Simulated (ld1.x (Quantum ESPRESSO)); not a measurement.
# Pseudopotential generation, with input and output: Xe

- system: xenon (Xe, Z = 54), core [Kr] 4d10, reference valence 5s2 5p6, valence charge 8.
- method: TM potential, PBE, scalar-relativistic, made with ld1.x (Quantum ESPRESSO) 7.5

### Summary

- outcome: generated, with a ghost state
- cutoffs needed: 35 Ry and 60 Ry (the cutoffs, on a coarse ladder, from which the occupation-weighted sum of valence levels, in a spherical-Bessel basis at the reference potential, stays within 10 and 1 mRy of its value at 400 Ry); ghost states and empty shells don't enter this sum
- ghost test: ghost states below the valence levels: s at -626.0 eV, p at -296.8 eV (spherical-Bessel basis up to 400 Ry, 20 bohr box)
- configuration tests: 2 of 6 tests not solved
- largest excitation error among the tests solved: -16 meV (all-electron minus pseudo) for 5s2 5p4
- clearest signs, in the scattering phases, of states that the all-electron atom lacks: s near 0.2 Ry
- range over which the phases arctan(r u′/u) at the test radius agree within 0.05 rad (a looser test near the poles than one of phase shifts): s: up to about -0.0 Ry; p: over the whole range computed; d: up to about 0.4 Ry
- hardware: 1 CPU thread, shared host
- wall time: 1.5 s

### Notes

The potential has a bound ghost state, so it can't be used as it stands.

### Input file
```
 &input
   title='Xe', zed=54., rel=1, dft='PBE', iswitch=3,
   config='[Xe] 5d-2',
   nld=3, rlderiv=2.05, eminld=-3.0, emaxld=5.0, deld=0.02
 /
 &inputp
   pseudotype=2, tm=.true., lloc=2,
   nlcc=.false.,
   file_pseudopw='Xe.UPF', file_wfcaegen='ae.wfc', file_wfcncgen='nc.wfc', file_beta='beta', file_chi='chi'
 /
3
5S  1  0   2.00   0.00  1.60  1.60  0.0
5P  2  1   6.00   0.00  1.90  1.90  0.0
5D  3  2  -2.00  -0.10  1.66  1.66  0.0
 &test
   configts(1)='5s2 5p6'
 /
```

### Input of the test run
```
 &input
   title='Xe', zed=54., rel=1, dft='PBE', iswitch=2,
   config='[Xe] 5d-2'
 /
 &test
   file_pseudo='Xe.UPF', nconf=7,
   configts(1)='5s2 5p6',
   configts(2)='5s2 5p5',
   configts(3)='5s2 5p4',
   configts(4)='5s2 5p3',
   configts(5)='5s2 5p2',
   configts(6)='5s2 5p5.5',
   configts(7)='5s1 5p6'
 /
```

Command:
```bash
ld1.x < Xe.in > Xe.out
```

### Output
```
     Program LD1 v.7.5
     --------------------------- All-electron run ----------------------------

     Xe
     scalar relativistic calculation

     atomic number is 54.00
     dft =PBE   lsd =0 sic =0 latt =0  beta=0.20 tr2=1.0E-14
     Exchange-correlation= PBE
                           (   1   4   3   4   0   0   0)
     mesh =1249 r(mesh) = 100.58629 a.u. xmin = -7.00 dx = 0.01250
     1 Ry =  13.60569312 eV, c = 137.03599908

     n l     nl                  e(Ry)          e(Ha)          e(eV)
     1 0     1S 1( 2.00)     -2526.4007     -1263.2004    -34373.4330
     2 0     2S 1( 2.00)      -393.1833      -196.5917     -5349.5317
     2 1     2P 1( 6.00)      -352.7871      -176.3936     -4799.9136
     3 0     3S 1( 2.00)       -80.4220       -40.2110     -1094.1965
     3 1     3P 1( 6.00)       -67.3771       -33.6886      -916.7128
     4 0     4S 1( 2.00)       -14.5129        -7.2564      -197.4576
     4 1     4P 1( 6.00)       -10.3830        -5.1915      -141.2679
     3 2     3D 1(10.00)       -48.0391       -24.0195      -653.6050
     5 0     5S 1( 2.00)        -1.4510        -0.7255       -19.7418
     5 1     5P 1( 6.00)        -0.6052        -0.3026        -8.2343
     4 2     4D 1(10.00)        -4.3646        -2.1823       -59.3839

     final scf error:  5.2E-15 reached in  25 iterations

     Etot =  -14894.609192 Ry,   -7447.304596 Ha, -202651.481857 eV

     Ekin =   15663.703198 Ry,    7831.851599 Ha,  213115.538880 eV
     Encl =  -36050.884928 Ry,  -18025.442464 Ha, -490497.277146 eV
     Eh   =    5865.745220 Ry,    2932.872610 Ha,   79807.529395 eV
     Exc  =    -373.172681 Ry,    -186.586341 Ha,   -5077.272986 eV

     normalization and overlap integrals

     s(1S/1S) =  1.000000  <r> =   0.0267  <r2> =    0.0010  r(max) =   0.0172
     s(2S/2S) =  1.000000  <r> =   0.1146  <r2> =    0.0155  r(max) =   0.0964
     s(2P/2P) =  1.000000  <r> =   0.1003  <r2> =    0.0123  r(max) =   0.0780
     s(3S/3S) =  1.000000  <r> =   0.3064  <r2> =    0.1073  r(max) =   0.2790
     s(3P/3P) =  1.000000  <r> =   0.3044  <r2> =    0.1074  r(max) =   0.2721
     s(4S/4S) =  1.000000  <r> =   0.7167  <r2> =    0.5800  r(max) =   0.6610
     s(4P/4P) =  1.000000  <r> =   0.7649  <r2> =    0.6661  r(max) =   0.6949
     s(3D/3D) =  1.000000  <r> =   0.2809  <r2> =    0.0933  r(max) =   0.2256
     s(5S/5S) =  1.000000  <r> =   1.8617  <r2> =    3.9258  r(max) =   1.6258
     s(5P/5P) =  1.000000  <r> =   2.3133  <r2> =    6.1813  r(max) =   1.9127
     s(4D/4D) =  1.000000  <r> =   0.8768  <r2> =    0.8980  r(max) =   0.7490

     ------------------------ End of All-electron run ------------------------

     --------------------- Generating NC pseudopotential ---------------------

      Generating local pot.: lloc=2, matching radius rcloc =   1.6600

      Wfc   5S  rcut= 1.586  Using Troullier-Martins method

      Wfc   5P  rcut= 1.889  Using Troullier-Martins method

     ------------------- End of pseudopotential generation -------------------

     --------------------------- All-electron run ----------------------------

     Xe
     scalar relativistic calculation

     atomic number is 54.00
     dft =PBE   lsd =0 sic =0 latt =0  beta=0.20 tr2=1.0E-14
     Exchange-correlation= PBE
                           (   1   4   3   4   0   0   0)
     mesh =1249 r(mesh) = 100.58629 a.u. xmin = -7.00 dx = 0.01250
     1 Ry =  13.60569312 eV, c = 137.03599908

     n l     nl                  e(Ry)          e(Ha)          e(eV)
     1 0     1S 1( 2.00)     -2526.4007     -1263.2004    -34373.4330
     2 0     2S 1( 2.00)      -393.1833      -196.5917     -5349.5317
     2 1     2P 1( 6.00)      -352.7871      -176.3936     -4799.9136
     3 0     3S 1( 2.00)       -80.4220       -40.2110     -1094.1965
     3 1     3P 1( 6.00)       -67.3771       -33.6886      -916.7128
     4 0     4S 1( 2.00)       -14.5129        -7.2564      -197.4576
     4 1     4P 1( 6.00)       -10.3830        -5.1915      -141.2679
     3 2     3D 1(10.00)       -48.0391       -24.0195      -653.6050
     5 0     5S 1( 2.00)        -1.4510        -0.7255       -19.7418
     5 1     5P 1( 6.00)        -0.6052        -0.3026        -8.2343
     4 2     4D 1(10.00)        -4.3646        -2.1823       -59.3839

     final scf error:  5.2E-15 reached in  25 iterations

     Etot =  -14894.609192 Ry,   -7447.304596 Ha, -202651.481857 eV

     Ekin =   15663.703198 Ry,    7831.851599 Ha,  213115.538880 eV
     Encl =  -36050.884928 Ry,  -18025.442464 Ha, -490497.277146 eV
     Eh   =    5865.745220 Ry,    2932.872610 Ha,   79807.529395 eV
     Exc  =    -373.172681 Ry,    -186.586341 Ha,   -5077.272986 eV

     normalization and overlap integrals

     s(1S/1S) =  1.000000  <r> =   0.0267  <r2> =    0.0010  r(max) =   0.0172
     s(2S/2S) =  1.000000  <r> =   0.1146  <r2> =    0.0155  r(max) =   0.0964
     s(2P/2P) =  1.000000  <r> =   0.1003  <r2> =    0.0123  r(max) =   0.0780
     s(3S/3S) =  1.000000  <r> =   0.3064  <r2> =    0.1073  r(max) =   0.2790
     s(3P/3P) =  1.000000  <r> =   0.3044  <r2> =    0.1074  r(max) =   0.2721
     s(4S/4S) =  1.000000  <r> =   0.7167  <r2> =    0.5800  r(max) =   0.6610
     s(4P/4P) =  1.000000  <r> =   0.7649  <r2> =    0.6661  r(max) =   0.6949
     s(3D/3D) =  1.000000  <r> =   0.2809  <r2> =    0.0933  r(max) =   0.2256
     s(5S/5S) =  1.000000  <r> =   1.8617  <r2> =    3.9258  r(max) =   1.6258
     s(5P/5P) =  1.000000  <r> =   2.3133  <r2> =    6.1813  r(max) =   1.9127
     s(4D/4D) =  1.000000  <r> =   0.8768  <r2> =    0.8980  r(max) =   0.7490

     ------------------------ End of All-electron run ------------------------

     Computing logarithmic derivative in   2.04886
     Computing logarithmic derivative in   2.04886
     Computing the partial wave expansion
     R is outside the sphere for l=    0 j= 0.00
     R is outside the sphere for l=    1 j= 0.00
       no projector for channel:   2

     ---------------------- Testing the pseudopotential ----------------------

     Xe
     scalar relativistic calculation

     atomic number is 54.00   valence charge is  8.00
     dft =PBE   lsd =0 sic =0 latt =0  beta=0.20 tr2=1.0E-14
     mesh =1249 r(mesh) = 100.58629 xmin = -7.00 dx = 0.01250

     n l     nl             e AE (Ry)        e PS (Ry)    De AE-PS (Ry)
     1 0     5S   1( 2.00)       -1.45100       -1.45101        0.00001
     2 1     5P   1( 6.00)       -0.60521       -0.60522        0.00000

     eps = 5.8E-15  iter = 13

     Etot =  -14894.609192 Ry,   -7447.304596 Ha, -202651.481857 eV
     Etotps =   -31.128942 Ry,     -15.564471 Ha,    -423.530833 eV

     Ekin =       8.220276 Ry,       4.110138 Ha,     111.842548 eV
     Encl =     -51.828051 Ry,     -25.914026 Ha,    -705.156562 eV
     Ehrt =      26.202523 Ry,      13.101261 Ha,     356.503483 eV
     Ecxc =      -5.462016 Ry,      -2.731008 Ha,     -74.314517 eV
     Epseu=      -8.261673 Ry,      -4.130836 Ha,    -112.405785 eV

     ---------------------- End of pseudopotential test ----------------------
```

### Output of the test run (extracts)
```
     ---------------------- Testing the pseudopotential ----------------------

     Xe
     scalar relativistic calculation

     atomic number is 54.00   valence charge is  8.00
     dft =PBE   lsd =0 sic =0 latt =0  beta=0.20 tr2=1.0E-14
     mesh =1249 r(mesh) = 100.58629 xmin = -7.00 dx = 0.01250

     n l     nl             e AE (Ry)        e PS (Ry)    De AE-PS (Ry)
     1 0     5S   1( 2.00)       -1.45100       -1.45101        0.00001
     2 1     5P   1( 6.00)       -0.60521       -0.60522        0.00000

     eps = 5.5E-15  iter = 11

     Etot =  -14894.609192 Ry,   -7447.304596 Ha, -202651.481857 eV
     Etotps =   -31.128942 Ry,     -15.564471 Ha,    -423.530835 eV

     Ekin =       8.220276 Ry,       4.110138 Ha,     111.842546 eV
     Encl =     -51.828051 Ry,     -25.914026 Ha,    -705.156563 eV
     Ehrt =      26.202523 Ry,      13.101261 Ha,     356.503484 eV
     Ecxc =      -5.462016 Ry,      -2.731008 Ha,     -74.314517 eV
     Epseu=      -8.261673 Ry,      -4.130836 Ha,    -112.405785 eV

     ---------------------- End of pseudopotential test ----------------------

     ---------------------- Testing the pseudopotential ----------------------

     Xe
     scalar relativistic calculation

     atomic number is 54.00   valence charge is  8.00
     dft =PBE   lsd =0 sic =0 latt =0  beta=0.20 tr2=1.0E-14
     mesh =1249 r(mesh) = 100.58629 xmin = -7.00 dx = 0.01250

     n l     nl             e AE (Ry)        e PS (Ry)    De AE-PS (Ry)
     1 0     5S   1( 2.00)       -2.13716       -2.13716        0.00001
     2 1     5P   1( 5.00)       -1.25006       -1.25026        0.00020

     eps = 5.9E-15  iter = 17

     Etot =  -14893.687743 Ry,   -7446.843871 Ha, -202638.944900 eV
     Etotps =   -30.207130 Ry,     -15.103565 Ha,    -410.988945 eV
     dEtot_ae =       0.921449 Ry
     dEtot_ps =       0.921812 Ry,   Delta E=      -0.000363 Ry

     Ekin =       7.787967 Ry,       3.893983 Ha,     105.960683 eV
     Encl =     -46.164115 Ry,     -23.082058 Ha,    -628.094782 eV
     Ehrt =      21.100709 Ry,      10.550355 Ha,     287.089774 eV
     Ecxc =      -4.840663 Ry,      -2.420331 Ha,     -65.860573 eV
     Epseu=      -8.091028 Ry,      -4.045514 Ha,    -110.084046 eV

     ---------------------- End of pseudopotential test ----------------------

     ---------------------- Testing the pseudopotential ----------------------

     Xe
     scalar relativistic calculation

     atomic number is 54.00   valence charge is  8.00
     dft =PBE   lsd =0 sic =0 latt =0  beta=0.20 tr2=1.0E-14
     mesh =1249 r(mesh) = 100.58629 xmin = -7.00 dx = 0.01250

     n l     nl             e AE (Ry)        e PS (Ry)    De AE-PS (Ry)
     1 0     5S   1( 2.00)       -2.88865       -2.88862       -0.00003
     2 1     5P   1( 4.00)       -1.95736       -1.95775        0.00039

     eps = 2.2E-15  iter = 22

     Etot =  -14892.089090 Ry,   -7446.044545 Ha, -202617.194117 eV
     Etotps =   -28.607695 Ry,     -14.303847 Ha,    -389.227513 eV
     dEtot_ae =       2.520102 Ry
     dEtot_ps =       2.521248 Ry,   Delta E=      -0.001145 Ry

     Ekin =       7.122325 Ry,       3.561162 Ha,      96.904166 eV
     Encl =     -40.054983 Ry,     -20.027491 Ha,    -544.975801 eV
     Ehrt =      16.212029 Ry,       8.106015 Ha,     220.575894 eV
     Ecxc =      -4.151728 Ry,      -2.075864 Ha,     -56.487136 eV
     Epseu=      -7.735338 Ry,      -3.867669 Ha,    -105.244635 eV

     ---------------------- End of pseudopotential test ----------------------

     ---------------------- Testing the pseudopotential ----------------------

     Xe
     scalar relativistic calculation

     atomic number is 54.00   valence charge is  8.00
     dft =PBE   lsd =0 sic =0 latt =0  beta=0.20 tr2=1.0E-14
     mesh =1249 r(mesh) = 100.58629 xmin = -7.00 dx = 0.01250

     n l     nl             e AE (Ry)        e PS (Ry)    De AE-PS (Ry)
     1 0     5S   1( 2.00)       -3.69193       -3.73368        0.04175  !
     2 1     5P   1( 3.00)       -2.71470       -2.60775       -0.10695  !

     eps = 7.7E-25  iter = 38

     Etot =  -14889.757517 Ry,   -7444.878759 Ha, -202585.471457 eV
     Etotps =   -15.290607 Ry,      -7.645303 Ha,    -208.039303 eV
     dEtot_ae =       4.851675 Ry
     dEtot_ps =      15.838335 Ry,   Delta E=     -10.986661 Ry

     Ekin =     -15.290607 Ry,      -7.645303 Ha,    -208.039303 eV
     Encl =       0.000000 Ry,       0.000000 Ha,       0.000000 eV
     Ehrt =       0.000000 Ry,       0.000000 Ha,       0.000000 eV
     Ecxc =       0.000000 Ry,       0.000000 Ha,       0.000000 eV

     ---------------------- End of pseudopotential test ----------------------

     ---------------------- Testing the pseudopotential ----------------------

     Xe
     scalar relativistic calculation

     atomic number is 54.00   valence charge is  8.00
     dft =PBE   lsd =0 sic =0 latt =0  beta=0.20 tr2=1.0E-14
     mesh =1249 r(mesh) = 100.58629 xmin = -7.00 dx = 0.01250

     n l     nl             e AE (Ry)        e PS (Ry)    De AE-PS (Ry)
     1 0     5S   1( 2.00)       -4.53805       -4.53805        0.00000
     2 1     5P   1( 2.00)       -3.51362       -3.87601        0.36239  !

     eps = 1.7E-25  iter =  6

     Etot =  -14886.647427 Ry,   -7443.323714 Ha, -202543.156526 eV
     Etotps =   -16.828118 Ry,      -8.414059 Ha,    -228.958204 eV
     dEtot_ae =       7.961765 Ry
     dEtot_ps =      14.300825 Ry,   Delta E=      -6.339060 Ry

     Ekin =     -16.828118 Ry,      -8.414059 Ha,    -228.958204 eV
     Encl =       0.000000 Ry,       0.000000 Ha,       0.000000 eV
     Ehrt =       0.000000 Ry,       0.000000 Ha,       0.000000 eV
     Ecxc =       0.000000 Ry,       0.000000 Ha,       0.000000 eV

     ---------------------- End of pseudopotential test ----------------------

     ---------------------- Testing the pseudopotential ----------------------

     Xe
     scalar relativistic calculation

     atomic number is 54.00   valence charge is  8.00
     dft =PBE   lsd =0 sic =0 latt =0  beta=0.20 tr2=1.0E-14
     mesh =1249 r(mesh) = 100.58629 xmin = -7.00 dx = 0.01250

     n l     nl             e AE (Ry)        e PS (Ry)    De AE-PS (Ry)
     1 0     5S   1( 2.00)       -1.78474       -1.78473       -0.00001
     2 1     5P   1( 5.50)       -0.91877       -0.91885        0.00008

     eps = 4.1E-15  iter = 24

     Etot =  -14894.229107 Ry,   -7447.114554 Ha, -202646.310534 eV
     Etotps =   -30.748723 Ry,     -15.374361 Ha,    -418.357685 eV
     dEtot_ae =       0.380085 Ry
     dEtot_ps =       0.380220 Ry,   Delta E=      -0.000134 Ry

     Ekin =       8.033674 Ry,       4.016837 Ha,     109.303701 eV
     Encl =     -49.065957 Ry,     -24.532978 Ha,    -667.576350 eV
     Ehrt =      23.641619 Ry,      11.820810 Ha,     321.660614 eV
     Ecxc =      -5.161802 Ry,      -2.580901 Ha,     -70.229888 eV
     Epseu=      -8.196257 Ry,      -4.098129 Ha,    -111.515763 eV

     ---------------------- End of pseudopotential test ----------------------

     ---------------------- Testing the pseudopotential ----------------------

     Xe
     scalar relativistic calculation

     atomic number is 54.00   valence charge is  8.00
     dft =PBE   lsd =0 sic =0 latt =0  beta=0.20 tr2=1.0E-14
     mesh =1249 r(mesh) = 100.58629 xmin = -7.00 dx = 0.01250

     n l     nl             e AE (Ry)        e PS (Ry)    De AE-PS (Ry)
     1 0     5S   1( 1.00)       -2.19052       -2.19032       -0.00020
     2 1     5P   1( 6.00)       -1.29223       -1.29218       -0.00005

     eps = 6.4E-15  iter = 21

     Etot =  -14892.795053 Ry,   -7446.397526 Ha, -202626.799228 eV
     Etotps =   -29.314560 Ry,     -14.657280 Ha,    -398.844906 eV
     dEtot_ae =       1.814140 Ry
     dEtot_ps =       1.814382 Ry,   Delta E=      -0.000243 Ry

     Ekin =       8.261596 Ry,       4.130798 Ha,     112.404738 eV
     Encl =     -46.054735 Ry,     -23.027367 Ha,    -626.606588 eV
     Ehrt =      20.771490 Ry,      10.385745 Ha,     282.610515 eV
     Ecxc =      -4.776077 Ry,      -2.388038 Ha,     -64.981835 eV
     Epseu=      -7.516834 Ry,      -3.758417 Ha,    -102.271736 eV

     ---------------------- End of pseudopotential test ----------------------
```

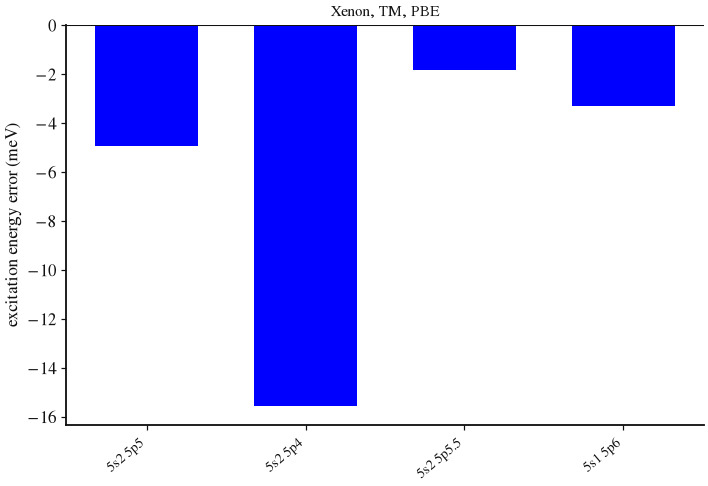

*Errors, all-electron minus pseudo, of the energies of valence configurations relative to the unpolarised reference 5s2 5p6. Not all tests gave a result: 2 of 6 tests not solved.*

- Worst configuration: 5s2 5p4 (charge +2): the error is -16 meV on an all-electron energy of +34.29 eV relative to the reference, or 0.045 %.
- Configurations within 10 meV and within 50 meV: 3 and 4 of 4.
- Errors in meV: 5s2 5p5: -4.9; 5s2 5p4: -16; 5s2 5p5.5: -1.8; 5s1 5p6: -3.3. The potential isn't sound: its ghost test gives ghost states below the valence levels: s at -626.0 eV, p at -296.8 eV.

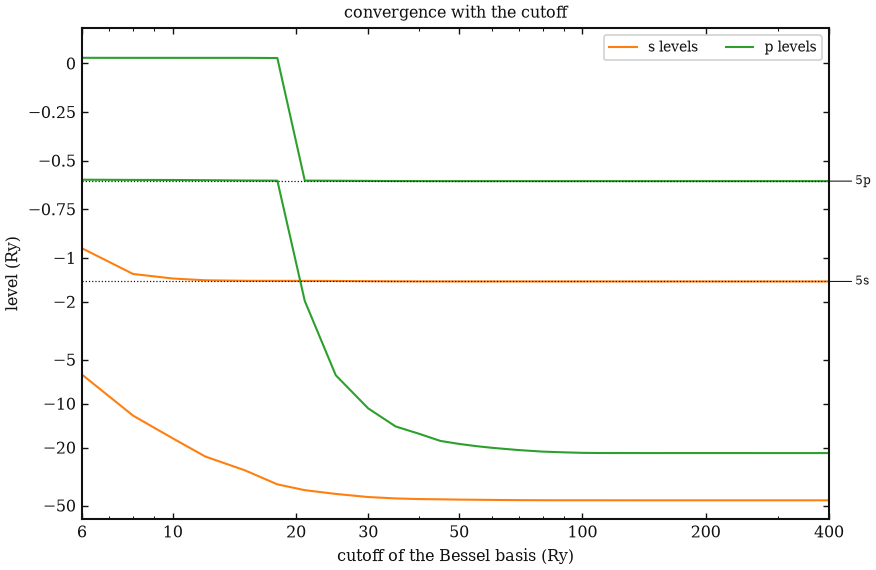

*The pseudo-atom Hamiltonian at the reference potential is diagonalised in spherical Bessel functions (20 bohr box) up to the cutoff. Curves: the lowest levels of each channel that holds a bound state. Dotted lines: the all-electron valence levels.*

- Ghost states: below the valence levels: s at -626.0 eV, p at -296.8 eV. A ghost is a state of the pseudo-atom that lies below a valence level of its channel, or is bound in a channel without one, and matches no all-electron valence level; bound levels above the valence ones can be real empty states. In Ry: s -46.01, p -21.81.
- Onset of the ghost: the lowest s curve lies clearly below the lowest valence level of its channel already at the lowest cutoff, 6 Ry, and ends at -46.01 Ry.
- All-electron valence levels: 5s: -1.45 Ry; 5p: -0.61 Ry.

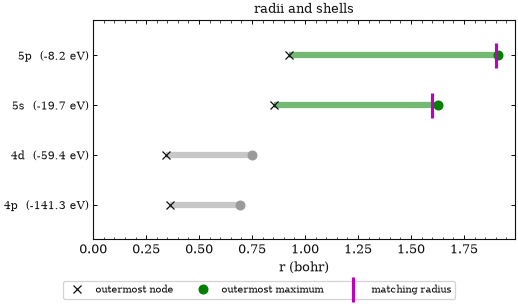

*Outer shells of the all-electron reference atom: each bar runs from the outermost node (or the nucleus) to the outermost maximum of u(r); the tick is the radius chosen for the pseudo-wave. Shells without a tick have no pseudo-wave of their own. Levels, nodes and maxima are from ld1.x, scalar-relativistic.*

- Radii against the shells: 5s: 1.60 bohr, between node and maximum; 5p: 1.90 bohr, between node and maximum.
